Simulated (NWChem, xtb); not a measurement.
**C2H5BClF (SMILES BC(F)CCl): methods side by side**

The species is C2H5BClF (10 atoms), meant as a singlet with charge 0. SMILES: `BC(F)CCl`. Geometry: relaxed at PBE0-D4/def2-TZVP. This is one conformer, not always the lowest.

```tsv
atom	x (Å)	y (Å)	z (Å)
B	-1.3092	-0.7117	-0.2812
C	0.1789	-0.4968	0.1265
F	0.5203	-1.0803	1.3360
C	0.6553	0.9349	0.1000
Cl	2.4287	1.0678	0.2063
H	-2.0103	-1.4508	0.3369
H	-1.7074	-0.1723	-1.2706
H	0.7285	-1.0462	-0.6651
H	0.2485	1.4918	0.9437
H	0.3498	1.4128	-0.8297
```

Each level gives the dipole moment (D). The values are calculated.

| level | kind | program | value (D) | CPU time |
| --- | --- | --- | --- | --- |
| GFN2-xTB | semi-empirical | xtb | 3.07 | under 2 s |
| GFN0-xTB | semi-empirical | xtb | 3.27 | under 2 s |
| GFN1-xTB | semi-empirical | xtb | 2.96 | under 2 s |
| HF/STO-3G | Hartree–Fock | NWChem | 2.81 | 4.7 s |
| HF/3-21G | Hartree–Fock | NWChem | 3.44 | 3.9 s |
| HF/def2-SVP | Hartree–Fock | NWChem | 3.02 | 21 s |
| B3LYP/6-31G* (Cartesian functions) | global hybrid | NWChem | 2.55 | 47 s |
| PBE0/def2-SVP | global hybrid | NWChem | 2.49 | 26 s |

The values span 2.49 to 3.44 D. Sets without polarisation functions give poor dipoles. Times are those of the runs behind each value, whatever else they computed, on shared processors of several kinds: orders of magnitude only.

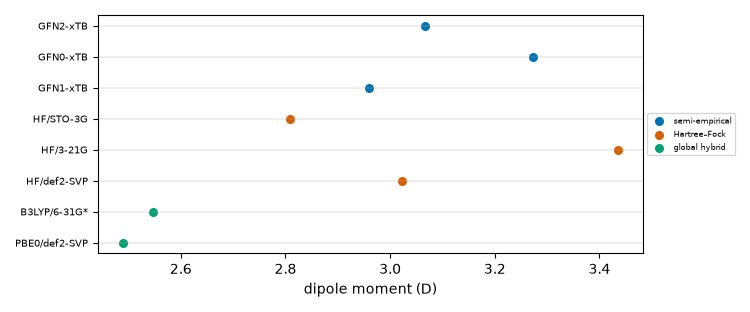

The values of the table, level by level.
